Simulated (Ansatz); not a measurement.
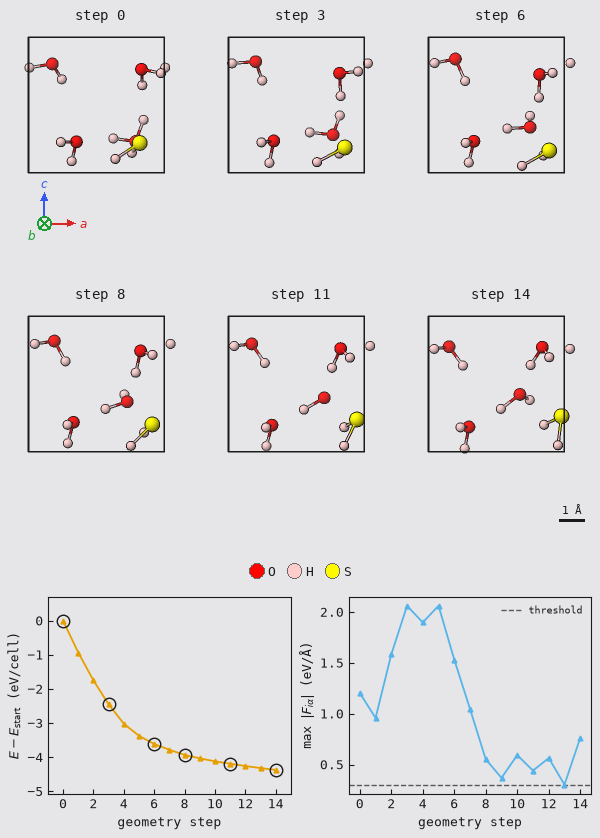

Frames of a relaxation of an amorphous cell of composition H$_{10}$SO$_{4}$, marked on the history of the run. The picture is a ball-and-stick view of the cell of the calculation, seen along the b axis.

The cell holds 4 H2O + 1 SH2. The run prepares the start of a later molecular dynamics calculation, from a guessed geometry.

Computed with Ansatz 0.2.0, DFT PBE-D3(BJ), scalar-relativistic, plane waves, PAW. Set-up: plane-wave cutoff 420 eV; k-point mesh 1 × 1 × 1; occupations fermi dirac; smearing width 0.02 eV; no spin polarisation; atoms relaxed in a fixed cell; force threshold 0.3 eV/Å; at most 15 steps.

What happens along the run?

Answer. The relaxation stopped without meeting its thresholds, so the last structure isn't shown to be converged. It used up its limit of 15 steps. The atom that moves furthest is an H atom (1.97 Å roughly along [2 −1 0]). Largest moves by element: H 1.97 Å, O 1.46 Å, S 1.22 Å. The cell stays as it was. Near-neighbour distances that change, for instance: H–O 0.969 → 1.006 Å, H–S 1.339 → 1.370 Å, H–O 0.969 → 0.980 Å. Among the angles between lasting bonds that change: H–O–H 104.0° → 108.1°, H–O–H 104.0° → 106.7°. After 14 geometry steps the energy has fallen by 4.374 eV per cell of the calculation. The largest force component goes from 1.2 to 0.76 eV/Å. From step 0 to 3: the S atom moves most (0.53 Å), energy −2.449 eV per cell of the calculation. From step 3 to 6: an H atom moves most (0.45 Å), energy −1.165 eV per cell of the calculation. From step 6 to 8: an H atom moves most (0.39 Å), energy −0.320 eV per cell of the calculation. From step 8 to 11: an H atom moves most (0.59 Å), energy −0.257 eV per cell of the calculation. From step 11 to 14: an H atom moves most (0.59 Å), energy −0.182 eV per cell of the calculation.

```json
{"step": "0", "E − E(0), meV/atom": "0.00", "largest force component, eV/Å": "1.2031"}
{"step": "1", "E − E(0), meV/atom": "-62.28", "largest force component, eV/Å": "0.9580"}
{"step": "2", "E − E(0), meV/atom": "-116.73", "largest force component, eV/Å": "1.5833"}
{"step": "3", "E − E(0), meV/atom": "-163.29", "largest force component, eV/Å": "2.0608"}
{"step": "4", "E − E(0), meV/atom": "-201.31", "largest force component, eV/Å": "1.8967"}
{"step": "5", "E − E(0), meV/atom": "-224.95", "largest force component, eV/Å": "2.0618"}
{"step": "6", "E − E(0), meV/atom": "-240.96", "largest force component, eV/Å": "1.5315"}
{"step": "7", "E − E(0), meV/atom": "-252.13", "largest force component, eV/Å": "1.0463"}
{"step": "8", "E − E(0), meV/atom": "-262.28", "largest force component, eV/Å": "0.5511"}
{"step": "9", "E − E(0), meV/atom": "-268.82", "largest force component, eV/Å": "0.3692"}
{"step": "10", "E − E(0), meV/atom": "-274.80", "largest force component, eV/Å": "0.5929"}
{"step": "11", "E − E(0), meV/atom": "-279.44", "largest force component, eV/Å": "0.4403"}
{"step": "12", "E − E(0), meV/atom": "-283.91", "largest force component, eV/Å": "0.5638"}
{"step": "13", "E − E(0), meV/atom": "-287.93", "largest force component, eV/Å": "0.3025"}
{"step": "14", "E − E(0), meV/atom": "-291.57", "largest force component, eV/Å": "0.7619"}
```

Limits of the set-up: the program's low-accuracy preset was used; the periodic images lie only 5.6 Å apart, so the values are limited by the cell's size.
